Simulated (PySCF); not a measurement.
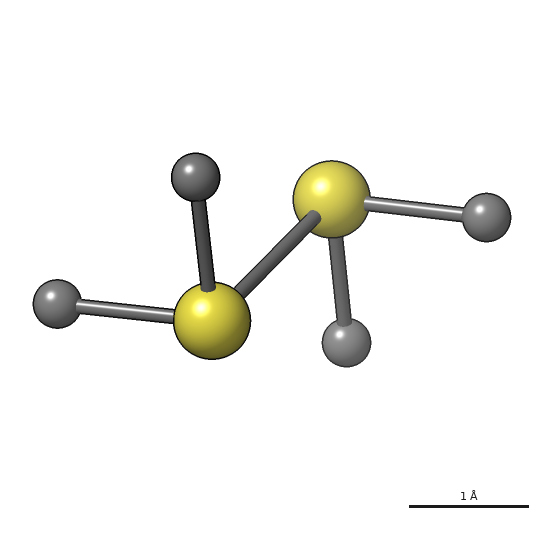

Every bond is drawn as one stick, whatever its order. Colours: phosphorus yellow, hydrogen grey.

The geometry was computed by an optimisation with PBE0-D3(BJ)/def2-SVP. No frequency run is at hand to confirm it as a minimum.

> Which formula does it have?

P2H4, 6 atoms: 2 phosphorus and 4 hydrogen.

> How many atoms are distinct by symmetry?

2: 2 P, 4 H.

> Write the SMILES.

PP

> What is the point group of this geometry?

C2h.

> How many bonds of each kind are drawn?

4 P–H, 1 P–P.

The parts below concern this one geometry. Atoms keep their numbers from picture to picture.

Geometry

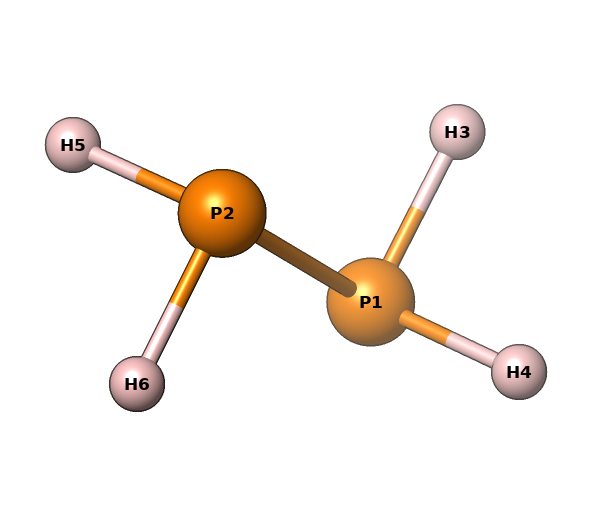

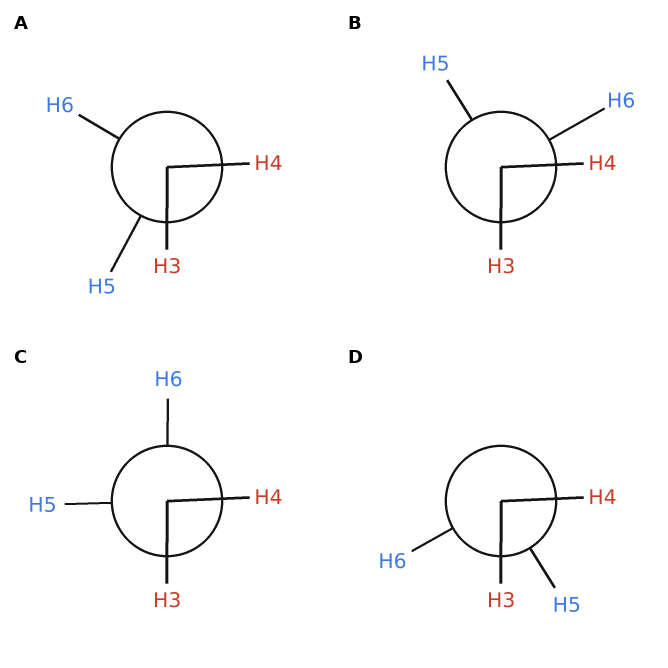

Distant atoms are faded towards the background colour. Bonds that would overlap in a projection are set slightly apart. No frequency run is at hand to confirm it as a minimum.

> Which Newman projection shows the view along P1–P2, with P1 in front?

C. The torsion angle H3–P1–P2–H5 is 88°, about perpendicular.

Levels of theory compared

No frequency run is at hand to confirm it as a minimum. Program: PySCF 2.14.0.

Tabulate HOMO energy (eV), HOMO–LUMO gap (eV) at these levels: B97-2/pcSseg-2; BHandHLYP/pcSseg-2; CAM-B3LYP/pcSseg-2; LC-wPBE/pcSseg-2; PBE0/6-311+G(2d,p); PBE0/6-31G; PBE0/6-31G*; PBE0/STO-3G; PBE0/def2-SVP; PBE0/def2-TZVP; WP04/pcSseg-2; ωB97X-D/pcSseg-2.

```
             level  HOMO energy (eV)  HOMO–LUMO gap (eV)
    B97-2/pcSseg-2             −6.73                6.33
BHandHLYP/pcSseg-2             −7.88                8.40
CAM-B3LYP/pcSseg-2             −8.17                8.80
  LC-wPBE/pcSseg-2             −9.48               11.21
PBE0/6-311+G(2d,p)             −6.94                6.46
        PBE0/6-31G             −6.81                6.56
       PBE0/6-31G*             −6.87                6.69
       PBE0/STO-3G             −3.73                8.77
     PBE0/def2-SVP             −6.87                6.99
    PBE0/def2-TZVP             −6.91                6.65
     WP04/pcSseg-2             −8.06                5.88
  ωB97X-D/pcSseg-2             −8.74               10.06
```

Bond orders

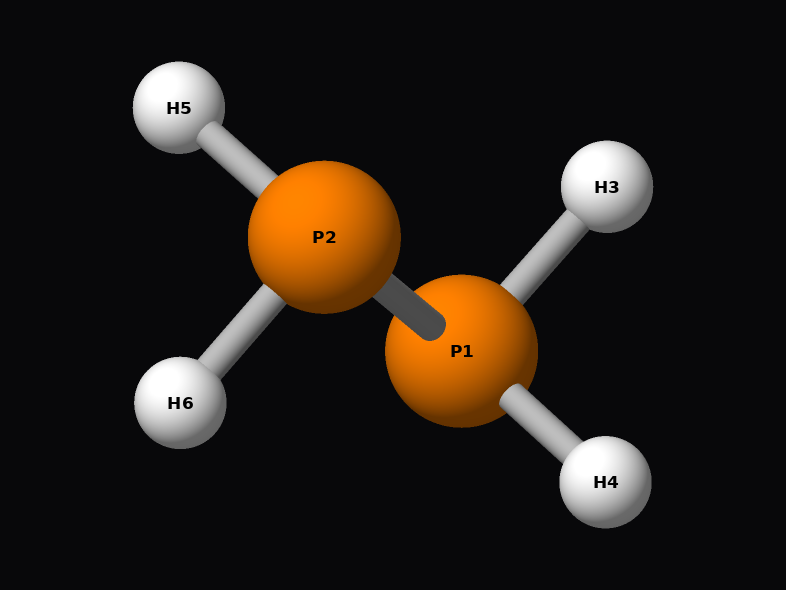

Every bond is drawn as one stick. No frequency run is at hand to confirm it as a minimum. Computed with PBE0/6-31G* (PySCF 2.14.0).

List the Mayer bond orders of P1–P2, P1–H3 (one bond of each equivalent set).

```
 bond  Mayer order  length (Å)
P1–P2         0.98       2.246
P1–H3         0.94       1.430
```

NMR shielding

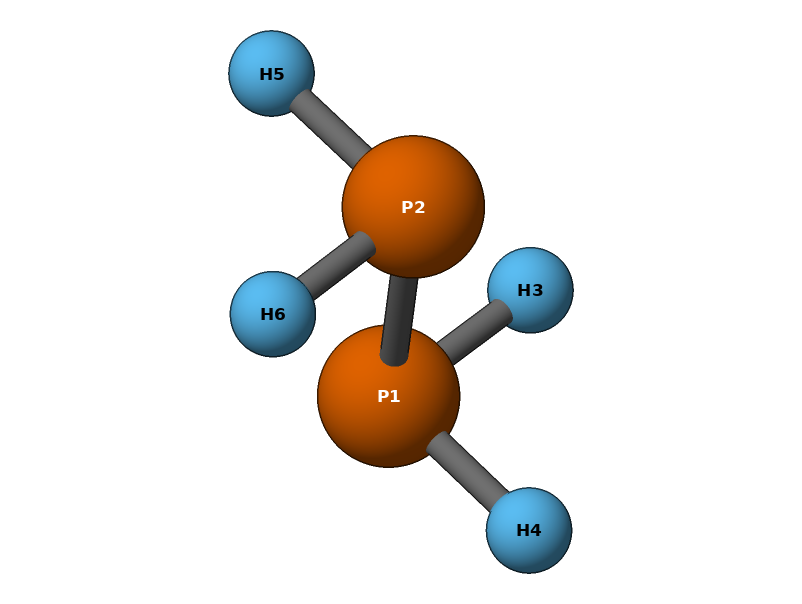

No frequency run is at hand to confirm it as a minimum. Level of theory: GIAO WP04/pcSseg-2 NMR shielding, non-relativistic, gas phase (PySCF 2.14.0). Principal shieldings σ11 ≤ σ22 ≤ σ33, span Ω = σ33 − σ11, skew κ = 3(σiso − σ22)/Ω.

Give the shielding tensors of the P atoms.

```tsv
atom	σ11	σ22	σ33	σiso	Ω	κ
P1, P2	373.1	494.0	510.0	459.1	137.0	−0.77
```

Shieldings and span in ppm.
